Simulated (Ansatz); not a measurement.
**NaSrSCl: relaxing a made-up structure**

Starting from a made-up structure for NaSrSCl, the aim is the relaxed cell, its shortest contacts and, where a second run follows, its electronic structure.

Program: Ansatz 0.2.0. Level of theory: DFT, PBE, plane-wave PAW, files of the set soft_1, scalar-relativistic, no spin, cell and ions relaxed at zero pressure; PAW set soft_1, in the first sound run; inputs show where later runs differ. Results are calculated unless marked as measured.

**1. Starting point**

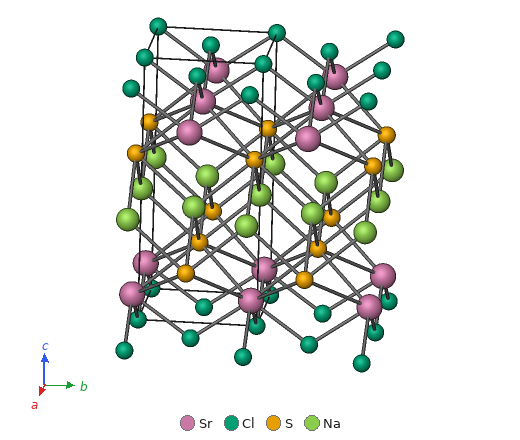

The starting structure, seen slightly off an axis (strontium pink, chlorine teal, sulfur orange, sodium green). 2×2×1 cells are drawn. Some periodic images of atoms are drawn too.

**2. Relaxation of the guess**

The guess takes its coordinates from another compound and its volume from a rule, so the cell and any free coordinates are relaxed together.

File input.yaml:

```yaml
crystal:
  lattice:
    - [4.312, 0.0, 0.0]
    - [0.0, 4.312, 0.0]
    - [0.0, 0.0, 9.806]
  atoms:
    - { symbol: Sr, position: [0.5, 0.0, 0.1553] }
    - { symbol: Sr, position: [0.0, 0.5, 0.8447] }
    - { symbol: Cl, position: [0.0, 0.0, 0.0] }
    - { symbol: Cl, position: [0.5, 0.5, 0.0] }
    - { symbol: S, position: [0.5, 0.0, 0.6932] }
    - { symbol: S, position: [0.0, 0.5, 0.3068] }
    - { symbol: Na, position: [0.0, 0.0, 0.5] }
    - { symbol: Na, position: [0.5, 0.5, 0.5] }
kpoints:
  mp_grid: { grid: [6, 6, 3] }
scf:
  occupations: { method: fermi_dirac, width: 0.05 }
hamiltonian:
  xc: pbe
  pseudopotentials: { kind: paw, azcp: { folder: soft_1 } }
relax:
  f_tol: 0.015
  max_steps: 70
  cell: {}
output:
  forces: true
  stress: true
```

On the command line:

```console
> ansatz run input.yaml --threads 4 --pin off --max-ram 10240MiB --backend cpu --events-out ev --progress --plain --runs-dir out
```

Numbers of over 12 decimals in the logs are rounded to 6 here.

The program printed:

```text
Engine: ansatz 0.2.0, aarch64-unknown-linux-gnu
Pseudopotentials: kind: paw
Pseudopotential: Sr, paw, valence charge 10, recommended cutoff 420 eV (normal), soft_1/Sr.paw.azcp
Pseudopotential: Cl, paw, valence charge 7, recommended cutoff 420 eV (normal), soft_1/Cl.paw.azcp
Pseudopotential: S, paw, valence charge 6, recommended cutoff 420 eV (normal), soft_1/S.paw.azcp
Pseudopotential: Na, paw, valence charge 9, recommended cutoff 420 eV (normal), soft_1/Na.paw.azcp
Functional definition: PBE
  parameter kappa = 0.804
  parameter beta = 0.066725
  exchange = pbe_x(kappa = kappa, mu = beta*pi^2/3)
  correlation = pbe_c(beta = beta)
Crystal: 8 atoms, lattice volume = 182.326 Å³
Basis set: ecut = 420 eV, 3521 PW (Γ), exchange–correlation on 60×60×144 points (8 copies of the dense FFT grid, shifted against one another)
Bands: 40, of which v1, the nominal top of the filled ones, is band 32 counted from 1 (31 counted from 0)
Symmetry: 16 space group operations
Space group: P4/nmm (ITA 129), of the structure as read, at distance tolerance 5.7e-5 Å
k-points: 20 of 108
Non-local potential: Sr, projectors of the file, l = 0: 3, l = 1: 2, l = 2: 2
Non-local potential: Cl, projectors of the file, l = 0: 2, l = 1: 2, l = 2: 1
Non-local potential: S, projectors of the file, l = 0: 2, l = 1: 2, l = 2: 1
Non-local potential: Na, projectors of the file, l = 0: 3, l = 1: 2, l = 2: 1
PAW form: soft (Blöchl's): semilocal exchange-correlation on the pseudo side does not see the compensation charge
PAW one-centre angular grid: Sr, 110 points (default); XC on 64 Gauss nodes
PAW one-centre angular grid: Cl, 110 points (default); XC on 64 Gauss nodes
PAW one-centre angular grid: S, 110 points (default); XC on 64 Gauss nodes
PAW one-centre angular grid: Na, 110 points (default); XC on 64 Gauss nodes
Initial density: superposition of atomic densities (chi_scale 0.1, normalization cell, long waves 51 % of neutral atoms (reshape's long-wave potential 1.51 eV rms, cloud 3.00 Å wide))
Initial wavefunctions: pseudopotential atomic-orbital guess
Functional: x = pbe(κ = 0.804, μ = 0.219515), c = pbe(β = 0.066725)
SCF iter   1: F=—  HF=-14043.488035 eV  |F-HF|=—  |Δ(HF+E_count)|=         —  Δρ=7.11e-2  dr2=4.59e1  ethr=3.10e-3  ⟨swp⟩=10.9  Hψ=4739  notcnv=0  defer=6
preconditioner: auto → Kerker (q_TF=auto, 2.291 Å⁻¹)  [metal: Δε(μ)=0.090 eV  Ē_g=8.171 eV  σ=0.050 eV  W_gap=0.39  n_scr=38 (ndim 8)  ℏωp=15.6 eV  f_vac=0.000  D(μ)=4.83/eV (n_scr^D=38)]
SCF iter   2: F=—  HF=-14040.476464 eV  |F-HF|=—  |Δ(HF+E_count)|=    3.01e0  Δρ=3.69e-2  dr2=1.53e1  ethr=3.10e-3  ⟨swp⟩=3.0  Hψ=1738  notcnv=0  defer=36
preconditioner: auto → Resta (q_TF=auto, 2.291 Å⁻¹)  ε∞=3.4  [insulator: Δε(μ)=0.171 eV  Ē_g=11.780 eV  σ=0.050 eV  W_gap=0.68  n_scr=38 (ndim 8)  ℏωp=18.2 eV  f_vac=0.000  D(μ)=1.32/eV (n_scr^D=2)  ε∞_Penn≈3.4]
SCF iter   3: F=—  HF=-14038.354531 eV  |F-HF|=—  |Δ(HF+E_count)|=    2.12e0  Δρ=1.89e-2  dr2=5.58e0  ethr=3.10e-3  ⟨swp⟩=4.7  Hψ=1557  notcnv=0  defer=36
SCF iter   4: F=—  HF=-14037.144104 eV  |F-HF|=—  |Δ(HF+E_count)|=    1.21e0  Δρ=1.08e-2  dr2=1.82e0  ethr=3.10e-3  ⟨swp⟩=4.0  Hψ=1429  notcnv=0  defer=52
SCF iter   5: F=—  HF=-14036.632543 eV  |F-HF|=—  |Δ(HF+E_count)|=   5.12e-1  Δρ=6.09e-3  dr2=3.83e-1  ethr=2.84e-3  ⟨swp⟩=4.2  Hψ=1253  notcnv=0  defer=53
SCF iter   6: F=—  HF=-14036.545842 eV  |F-HF|=—  |Δ(HF+E_count)|=   8.67e-2  Δρ=2.82e-3  dr2=6.84e-2  ethr=5.98e-4  ⟨swp⟩=3.9  Hψ=1440  notcnv=0  defer=55
SCF iter   7: F=—  HF=-14036.539802 eV  |F-HF|=—  |Δ(HF+E_count)|=   6.04e-3  Δρ=1.39e-3  dr2=2.27e-2  ethr=1.07e-4  ⟨swp⟩=3.5  Hψ=1118  notcnv=0  defer=55
SCF iter   8: F=—  HF=-14036.535652 eV  |F-HF|=—  |Δ(HF+E_count)|=   4.15e-3  Δρ=4.13e-4  dr2=2.85e-4  ethr=3.55e-5  ⟨swp⟩=4.0  Hψ=1390  notcnv=0  defer=55
SCF iter   9: F=—  HF=-14036.535795 eV  |F-HF|=—  |Δ(HF+E_count)|=   1.42e-4  Δρ=1.50e-4  dr2=2.89e-4  ethr=4.45e-7  ⟨swp⟩=2.1  Hψ=1602  notcnv=0  defer=55
SCF iter  10: F=—  HF=-14036.535732 eV  |F-HF|=—  |Δ(HF+E_count)|=   6.23e-5  Δρ=3.00e-5  dr2=4.81e-6  ethr=4.45e-7  ⟨swp⟩=2.0  Hψ=985  notcnv=0  defer=55
SCF iter  11: F=—  HF=-14036.535821 eV  |F-HF|=—  |Δ(HF+E_count)|=   8.84e-5  Δρ=6.73e-6  dr2=1.01e-7  ethr=1.56e-10  ⟨swp⟩=4.7  Hψ=4224  notcnv=0
SCF iter  12: F=-14036.535821 eV  HF=-14036.535821 eV  |F-HF|=3.67e-9  |Δ(HF+E_count)|=   8.03e-8  Δρ=2.39e-6  dr2=1.79e-8  ethr=1.56e-10  ⟨swp⟩=5.0  Hψ=2838  notcnv=0
SCF 1 converged in 12 iterations: F = -14036.535821 eV  dr2 = 1.79e-8
  greatest PAW one-centre occupation: 0.999 electrons in one spin orbital (limit 2), on the Na atom at site 7 (counted from 0), in its partial waves of l = 0
relax step   1: F+E_penalty+E_count = -14036.53582091 eV  Δ(F+E_penalty+E_count) = +0.000e0 eV  max|allowed force component| = 3.135e0 eV/Å  Δτ_max = 0.0000 Å  P = +8.590 GPa  Ω = 182.326 Å³  (12 SCF iters, dr2 threshold 1.00e-7 eV, accepted)
Crystal: 8 atoms, lattice volume = 192.308 Å³
Basis set: ecut = 420 eV, 3801 PW (Γ), exchange–correlation on 60×60×144 points (8 copies of the dense FFT grid, shifted against one another)
Initial density: handed on by an earlier stage of this run
Initial wavefunctions: those handed on with the density
iter 1 solved again at ethr=2.35e-4 eV; its pass at ethr=3.10e-3 eV (dr2=1.50e-1 eV) is discarded
SCF iter   1: F=—  HF=-14037.713383 eV  |F-HF|=—  |Δ(HF+E_count)|=         —  Δρ=8.51e-3  dr2=1.52e-1  ethr=2.35e-4  ⟨swp⟩=2.4  Hψ=4976  notcnv=0
preconditioner: auto → Resta (q_TF=auto, 2.271 Å⁻¹)  ε∞=3.0  [insulator: Δε(μ)=2.655 eV  Ē_g=12.684 eV  σ=0.050 eV  W_gap=1.00  n_scr=38 (ndim 8)  ℏωp=17.8 eV  f_vac=0.003  D(μ)=0.00/eV (n_scr^D=0)  ε∞_Penn≈3.0]
SCF iter   2: F=—  HF=-14037.678316 eV  |F-HF|=—  |Δ(HF+E_count)|=   3.51e-2  Δρ=4.29e-3  dr2=3.32e-2  ethr=2.35e-4  ⟨swp⟩=3.1  Hψ=1573  notcnv=0
SCF iter   3: F=—  HF=-14037.674342 eV  |F-HF|=—  |Δ(HF+E_count)|=   3.97e-3  Δρ=8.41e-4  dr2=1.34e-3  ethr=5.19e-5  ⟨swp⟩=2.1  Hψ=1450  notcnv=0  defer=1
SCF iter   4: F=—  HF=-14037.674997 eV  |F-HF|=—  |Δ(HF+E_count)|=   6.55e-4  Δρ=2.15e-4  dr2=1.15e-4  ethr=2.09e-6  ⟨swp⟩=2.0  Hψ=1109  notcnv=0  defer=1
SCF iter   5: F=—  HF=-14037.675179 eV  |F-HF|=—  |Δ(HF+E_count)|=   1.82e-4  Δρ=5.65e-5  dr2=8.73e-6  ethr=1.80e-7  ⟨swp⟩=2.0  Hψ=1079  notcnv=0  defer=1
SCF iter   6: F=-14037.675188 eV  HF=-14037.675188 eV  |F-HF|=1.88e-7  |Δ(HF+E_count)|=   8.79e-6  Δρ=1.50e-5  dr2=5.41e-7  ethr=1.25e-9  ⟨swp⟩=6.0  Hψ=3417  notcnv=0
SCF 2 converged in 6 iterations: F = -14037.675188 eV  dr2 = 5.41e-7
relax step   2: F+E_penalty+E_count = -14037.67518831 eV  Δ(F+E_penalty+E_count) = -1.139e0 eV  max|allowed force component| = 6.722e-1 eV/Å  Δτ_max = 0.1960 Å  P = +2.712 GPa  Ω = 192.308 Å³  energy of the carried Pulay correction = -4.166e-4 eV  (6 SCF iters, dr2 threshold 8.00e-7 eV, accepted)
Crystal: 8 atoms, lattice volume = 205.919 Å³
Basis set: ecut = 420 eV, 4027 PW (Γ), exchange–correlation on 60×60×144 points (8 copies of the dense FFT grid, shifted against one another)
iter 1 solved again at ethr=1.04e-4 eV; its pass at ethr=3.10e-3 eV (dr2=6.64e-2 eV) is discarded
SCF iter   1: F=—  HF=-14037.922186 eV  |F-HF|=—  |Δ(HF+E_count)|=         —  Δρ=4.21e-3  dr2=7.62e-2  ethr=1.04e-4  ⟨swp⟩=2.2  Hψ=4780  notcnv=0
preconditioner: auto → Resta (q_TF=auto, 2.245 Å⁻¹)  ε∞=2.8  [insulator: Δε(μ)=2.657 eV  Ē_g=12.685 eV  σ=0.050 eV  W_gap=1.00  n_scr=38 (ndim 8)  ℏωp=17.2 eV  f_vac=0.014  D(μ)=0.00/eV (n_scr^D=0)  ε∞_Penn≈2.8]
SCF iter   2: F=—  HF=-14037.902417 eV  |F-HF|=—  |Δ(HF+E_count)|=   1.98e-2  Δρ=2.17e-3  dr2=2.04e-2  ethr=1.04e-4  ⟨swp⟩=3.0  Hψ=1333  notcnv=0
SCF iter   3: F=—  HF=-14037.897493 eV  |F-HF|=—  |Δ(HF+E_count)|=   4.92e-3  Δρ=5.90e-4  dr2=1.00e-3  ethr=3.20e-5  ⟨swp⟩=3.0  Hψ=1500  notcnv=0
SCF iter   4: F=—  HF=-14037.897568 eV  |F-HF|=—  |Δ(HF+E_count)|=   7.51e-5  Δρ=1.42e-4  dr2=7.31e-5  ethr=1.57e-6  ⟨swp⟩=2.9  Hψ=1488  notcnv=0
SCF iter   5: F=—  HF=-14037.897887 eV  |F-HF|=—  |Δ(HF+E_count)|=   3.19e-4  Δρ=5.31e-5  dr2=6.66e-6  ethr=1.14e-7  ⟨swp⟩=2.0  Hψ=1077  notcnv=0
SCF iter   6: F=—  HF=-14037.897895 eV  |F-HF|=—  |Δ(HF+E_count)|=   7.75e-6  Δρ=1.92e-5  dr2=1.34e-6  ethr=1.25e-9  ⟨swp⟩=6.0  Hψ=3476  notcnv=0
SCF iter   7: F=-14037.897895 eV  HF=-14037.897895 eV  |F-HF|=6.75e-8  |Δ(HF+E_count)|=   2.98e-7  Δρ=4.50e-6  dr2=5.76e-8  ethr=1.25e-9  ⟨swp⟩=5.0  Hψ=2843  notcnv=0
SCF 3 converged in 7 iterations: F = -14037.897895 eV  dr2 = 5.76e-8
relax step   3: F+E_penalty+E_count = -14037.89789506 eV  Δ(F+E_penalty+E_count) = -2.227e-1 eV  max|allowed force component| = 4.533e-1 eV/Å  Δτ_max = 0.1965 Å  P = +0.314 GPa  Ω = 205.919 Å³  energy of the carried Pulay correction = -9.503e-4 eV  (7 SCF iters, dr2 threshold 8.00e-7 eV, accepted)
Crystal: 8 atoms, lattice volume = 204.188 Å³
Basis set: ecut = 420 eV, 4009 PW (Γ), exchange–correlation on 60×60×144 points (8 copies of the dense FFT grid, shifted against one another)
iter 1 solved again at ethr=3.01e-5 eV; its pass at ethr=3.10e-3 eV (dr2=1.93e-2 eV) is discarded
SCF iter   1: F=—  HF=-14037.942558 eV  |F-HF|=—  |Δ(HF+E_count)|=         —  Δρ=2.78e-3  dr2=2.19e-2  ethr=3.01e-5  ⟨swp⟩=2.4  Hψ=5043  notcnv=0
preconditioner: auto → Resta (q_TF=auto, 2.249 Å⁻¹)  ε∞=2.9  [insulator: Δε(μ)=2.593 eV  Ē_g=12.532 eV  σ=0.050 eV  W_gap=1.00  n_scr=38 (ndim 8)  ℏωp=17.2 eV  f_vac=0.002  D(μ)=0.00/eV (n_scr^D=0)  ε∞_Penn≈2.9]
SCF iter   2: F=—  HF=-14037.937396 eV  |F-HF|=—  |Δ(HF+E_count)|=   5.16e-3  Δρ=1.28e-3  dr2=3.24e-3  ethr=3.01e-5  ⟨swp⟩=2.2  Hψ=1230  notcnv=0
SCF iter   3: F=—  HF=-14037.937047 eV  |F-HF|=—  |Δ(HF+E_count)|=   3.49e-4  Δρ=3.36e-4  dr2=1.63e-4  ethr=5.06e-6  ⟨swp⟩=2.1  Hψ=1132  notcnv=0
SCF iter   4: F=—  HF=-14037.937393 eV  |F-HF|=—  |Δ(HF+E_count)|=   3.46e-4  Δρ=7.13e-5  dr2=1.54e-5  ethr=2.55e-7  ⟨swp⟩=2.2  Hψ=1286  notcnv=0
SCF iter   5: F=—  HF=-14037.937398 eV  |F-HF|=—  |Δ(HF+E_count)|=   5.27e-6  Δρ=2.13e-5  dr2=1.14e-6  ethr=2.41e-8  ⟨swp⟩=2.0  Hψ=1080  notcnv=0
SCF iter   6: F=-14037.937400 eV  HF=-14037.937400 eV  |F-HF|=2.06e-8  |Δ(HF+E_count)|=   1.25e-6  Δρ=5.42e-6  dr2=1.25e-7  ethr=1.25e-9  ⟨swp⟩=5.0  Hψ=3057  notcnv=0
SCF 4 converged in 6 iterations: F = -14037.937400 eV  dr2 = 1.25e-7
relax step   4: F+E_penalty+E_count = -14037.93739969 eV  Δ(F+E_penalty+E_count) = -3.950e-2 eV  max|allowed force component| = 5.039e-2 eV/Å  Δτ_max = 0.0558 Å  P = +0.068 GPa  Ω = 204.188 Å³  energy of the carried Pulay correction = -8.845e-4 eV  (6 SCF iters, dr2 threshold 8.00e-7 eV, accepted)
Crystal: 8 atoms, lattice volume = 204.180 Å³
iter 1 solved again at ethr=1.08e-6 eV; its pass at ethr=3.10e-3 eV (dr2=6.89e-4 eV) is discarded
SCF iter   1: F=—  HF=-14037.938444 eV  |F-HF|=—  |Δ(HF+E_count)|=         —  Δρ=4.27e-4  dr2=6.30e-4  ethr=1.08e-6  ⟨swp⟩=3.0  Hψ=4611  notcnv=0
preconditioner: auto → Resta (q_TF=auto, 2.249 Å⁻¹)  ε∞=2.9  [insulator: Δε(μ)=2.620 eV  Ē_g=12.550 eV  σ=0.050 eV  W_gap=1.00  n_scr=38 (ndim 8)  ℏωp=17.2 eV  f_vac=0.002  D(μ)=0.00/eV (n_scr^D=0)  ε∞_Penn≈2.9]
SCF iter   2: F=—  HF=-14037.938331 eV  |F-HF|=—  |Δ(HF+E_count)|=   1.13e-4  Δρ=2.13e-4  dr2=1.06e-4  ethr=9.84e-7  ⟨swp⟩=2.0  Hψ=1134  notcnv=0
SCF iter   3: F=—  HF=-14037.938586 eV  |F-HF|=—  |Δ(HF+E_count)|=   2.55e-4  Δρ=5.29e-5  dr2=5.56e-6  ethr=1.65e-7  ⟨swp⟩=2.0  Hψ=1219  notcnv=0
SCF iter   4: F=—  HF=-14037.938590 eV  |F-HF|=—  |Δ(HF+E_count)|=   3.22e-6  Δρ=1.26e-5  dr2=4.69e-7  ethr=8.68e-9  ⟨swp⟩=2.5  Hψ=1376  notcnv=0
SCF iter   5: F=-14037.938590 eV  HF=-14037.938590 eV  |F-HF|=1.38e-8  |Δ(HF+E_count)|=   1.58e-7  Δρ=3.93e-6  dr2=4.79e-8  ethr=2.48e-10  ⟨swp⟩=5.1  Hψ=3057  notcnv=0
SCF 5 converged in 5 iterations: F = -14037.938590 eV  dr2 = 4.79e-8
relax step   5: F+E_penalty+E_count = -14037.93858987 eV  Δ(F+E_penalty+E_count) = -1.190e-3 eV  max|allowed force component| = 5.796e-3 eV/Å  Δτ_max = 0.0082 Å  P = +0.009 GPa  Ω = 204.180 Å³  energy of the carried Pulay correction = -8.842e-4 eV  (5 SCF iters, dr2 threshold 1.59e-7 eV, accepted)
Basis set: ecut = 420 eV, 4009 PW (Γ), exchange–correlation on 64×64×144 points (8 copies of the dense FFT grid, shifted against one another)
Initial wavefunctions: pseudopotential atomic-orbital guess (no wavefunctions were taken with the density)
iter 1 solved again at ethr=7.22e-7 eV; its pass at ethr=3.10e-3 eV (dr2=4.62e-4 eV) is discarded
SCF iter   1: F=—  HF=-14037.938493 eV  |F-HF|=—  |Δ(HF+E_count)|=         —  Δρ=1.38e-4  dr2=1.43e-6  ethr=7.22e-7  ⟨swp⟩=4.2  Hψ=7114  notcnv=0
preconditioner: auto → Resta (q_TF=auto, 2.249 Å⁻¹)  ε∞=2.9  [insulator: Δε(μ)=2.625 eV  Ē_g=12.555 eV  σ=0.050 eV  W_gap=1.00  n_scr=38 (ndim 8)  ℏωp=17.2 eV  f_vac=0.003  D(μ)=0.00/eV (n_scr^D=0)  ε∞_Penn≈2.9]
SCF iter   2: F=—  HF=-14037.939331 eV  |F-HF|=—  |Δ(HF+E_count)|=   8.38e-4  Δρ=6.95e-5  dr2=3.73e-7  ethr=2.24e-9  ⟨swp⟩=3.4  Hψ=1722  notcnv=0
SCF iter   3: F=—  HF=-14037.939531 eV  |F-HF|=—  |Δ(HF+E_count)|=   2.00e-4  Δρ=5.59e-6  dr2=3.31e-8  ethr=5.82e-10  ⟨swp⟩=2.0  Hψ=1440  notcnv=0
SCF iter   4: F=—  HF=-14037.939532 eV  |F-HF|=—  |Δ(HF+E_count)|=   6.47e-7  Δρ=1.06e-6  dr2=2.52e-9  ethr=5.17e-11  ⟨swp⟩=2.0  Hψ=1080  notcnv=0
SCF iter   5: F=—  HF=-14037.939532 eV  |F-HF|=—  |Δ(HF+E_count)|=   7.27e-9  Δρ=2.70e-7  dr2=2.17e-10  ethr=3.94e-12  ⟨swp⟩=2.0  Hψ=1080  notcnv=0
SCF iter   6: F=-14037.939532 eV  HF=-14037.939532 eV  |F-HF|=1.09e-11  |Δ(HF+E_count)|=  9.28e-10  Δρ=1.16e-7  dr2=2.71e-11  ethr=1.00e-12  ⟨swp⟩=5.2  Hψ=3190  notcnv=0
SCF 6 converged in 6 iterations: F = -14037.939532 eV  dr2 = 2.71e-11
relax step   6: F+E_penalty+E_count = -14037.93953197 eV  Δ(F+E_penalty+E_count) = -9.421e-4 eV  max|allowed force component| = 5.834e-3 eV/Å  Δτ_max = 0.0000 Å  P = +0.010 GPa  Ω = 204.180 Å³  stress off target by 2.80e-2 GPa  SCF on the basis re-selected at this cell (its energy is not comparable with the rows above)  (6 SCF iters)
basis re-selected at this cell: Δ(F+E_penalty+E_count) = -9.421e-4 eV, ΔP = +0.002 GPa vs the last step (what re-selecting the basis moved, of the pressure what is left beyond the Pulay correction that the steps carried, after the strain that the cell walked since its last selection, with what the two solves' SCF thresholds leave and, on support functions, any second-order correction that the steps lacked; it is no measure of the basis error at this ecutwfc). The dense FFT grid was sized anew with the basis: this SCF ran on 32×32×72 points, the steps before it on 30×30×72, so part of this shift can come from that change (see relax.cell in the input reference). [rest of the remark cut]
SCF converged after 6 iterations
Free energy (F): -14037.939532 eV
Harris-Foulkes:  -14037.939532 eV  (|F-HF|=1.09e-11)
Internal energy: -14037.939532 eV  (E = F + TS)
E sigma→0 (E₀):  -14037.939532 eV
Fermi energy:    5.634619 eV
--- Per-component energies (eV) ---
  E_band       = -663.233278
  E_kinetic    = 1210.242484
  E_local      = -5063.422726  (includes V_loc(G=0)·N_el)
  E_nonlocal   = 1153.301677
  E_hartree    = 1576.293335
  E_xc         = -820.699953
  E_vxc        = -808.997498  (∫ρ·V_xc dr)
  E_paw        = -8502.332977  (= ΣΔE_a)
  E_vpaw       = -306.943930  (= ΣTr[D̂ρ^β])
  E_aug_tail   = 0.000181  (compensation charges beyond the density's cutoff)
  E_ewald      = -3591.321552
  E_smearing   = -0.000000  (= −TS)
  E_closure    = -0.000000  (closes the sum)
  Σ components = -14037.939532   (vs F -14037.939532, Δ=0.00e0)
--- Forces (eV/Å), atoms counted from 1 ---
  atom   1  Sr     0.00000000     0.00000000     0.00122624
  atom   2  Sr    -0.00000000    -0.00000000    -0.00122624
  atom   3  Cl     0.00000000     0.00000000     0.00000000
  atom   4  Cl    -0.00000000    -0.00000000     0.00000000
  atom   5  S      0.00000000     0.00000000    -0.00583382
  atom   6  S     -0.00000000    -0.00000000     0.00583382
  atom   7  Na     0.00000000     0.00000000    -0.00000000
  atom   8  Na    -0.00000000    -0.00000000     0.00000000
  max |Σ_I F_I| component: 2.17e-19 eV/Å
--- Stress (GPa, compression-positive) ---
        0.028026      -0.000000       0.000000
       -0.000000       0.028026       0.000000
        0.000000       0.000000      -0.024643
  P = ⅓ Tr σ = 0.0105 GPa (0.105 kbar)
--- Relaxed structure (5 steps of the walk, 5 accepted, 1 SCFs on fresh bases) ---
  F+E_penalty+E_count = -14037.93953197 eV   max|allowed force component| = 5.834e-3 eV/Å   (the final SCF, on the basis selected at the relaxed cell)
  cell:  # Å, volume = 204.1796 Å³
    - [4.504312, 0, 0]
    - [0, 4.504312, 0]
    - [0, 0, 10.063649]
  atoms:
    - { symbol: Sr, position: [0.5, 0, 0.182924] }
    - { symbol: Sr, position: [0, 0.5, 0.817076] }
    - { symbol: Cl, position: [0, 0, 0] }
    - { symbol: Cl, position: [0.5, 0.5, 0] }
    - { symbol: S, position: [0.5, 0, 0.667796] }
    - { symbol: S, position: [0, 0.5, 0.332204] }
    - { symbol: Na, position: [0, 0, 0.500000] }
    - { symbol: Na, position: [0.5, 0.5, 0.500000] }
```

It took 15 s on 4 threads of Arm Neoverse V1, shared host; peak memory 0.58 GiB.

Relaxation path:

```
step  energy less that of the first step (eV)  largest force component (eV/Å)  pressure (GPa)  volume (Å³)
   1                                   0.0000                          3.1354            8.59       182.33
   2                                  -1.1394                          0.6722            2.71       192.31
   3                                  -1.3621                          0.4533            0.31       205.92
   4                                  -1.4016                          0.0504            0.07       204.19
   5                                  -1.4028                          0.0058            0.01       204.18
  6*                                  -1.4037                          0.0058            0.01       204.18
```

Relaxation steps marked * repeat the geometry before them on a plane-wave basis chosen anew for their cell, so energy and pressure can jump there.

Forces are held to the 16 operations that the run works with; a distortion that breaks them can't arise in this run.

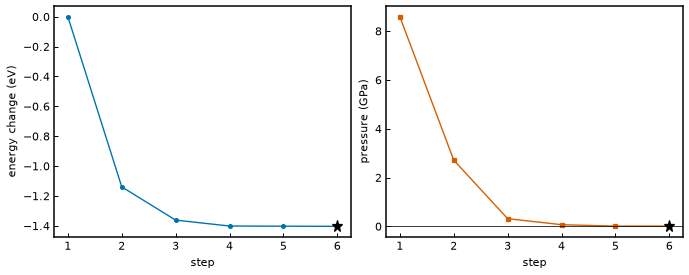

Energy and pressure along the relaxation. Stars mark steps on a basis chosen anew.

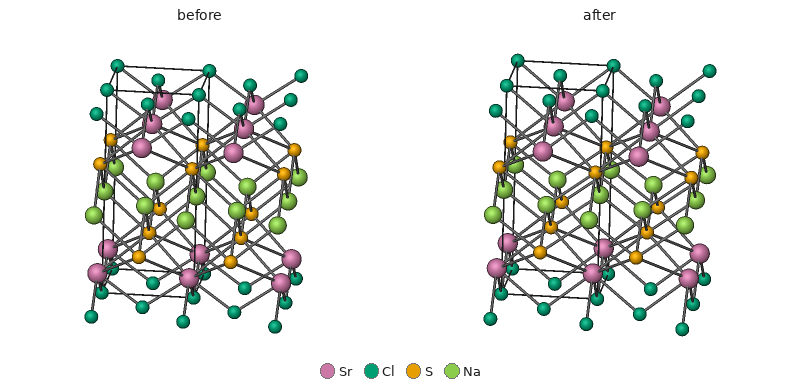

The structure before and after the relaxation, drawn at the same scale.

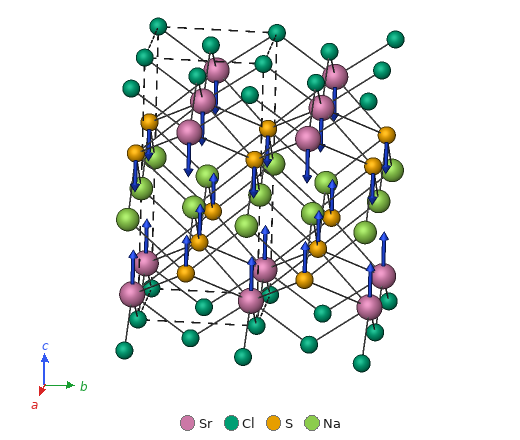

Displacements in the relaxation, exaggerated, measured against the changing cell; the longest in the cell stands for 0.28 Å. 2×2×1 cells are drawn. Some periodic images of atoms are drawn too.

```
conventional cell, symmetrised  before   after   change
                         a (Å)   4.312   4.504   +4.5 %
                         b (Å)   4.312   4.504   +4.5 %
                         c (Å)   9.806  10.064   +2.6 %
              volume (Å³/atom)   22.79   25.52  +12.0 %
```

The atoms that moved most (Å, as changes of fractional coordinates times the final cell):

```
atom     dx     dy      dz  length
 Sr2  0.000  0.000  -0.278   0.278
 Sr1  0.000  0.000   0.278   0.278
  S5  0.000  0.000  -0.256   0.256
  S6  0.000  0.000   0.256   0.256
```

Numbers from this step:

* free energy: -14037.9395 eV
* Fermi energy: 5.635 eV
* gap by band count: 2.624 eV
* electrons: 64
* symmetry operations: 16
* pressure: 0.01047 GPa

(Part 1 of 2 ends here.)

[Logs are printed without paths, hosts, clocks, repeated set-up lines and the standing remarks that a program may print on its own settings, such as how far it seeks lower states.]

[Hosts, paths, dates, database ids (printed as entryN), source tags and the programs' standing remarks are cut or masked in the printed files.]
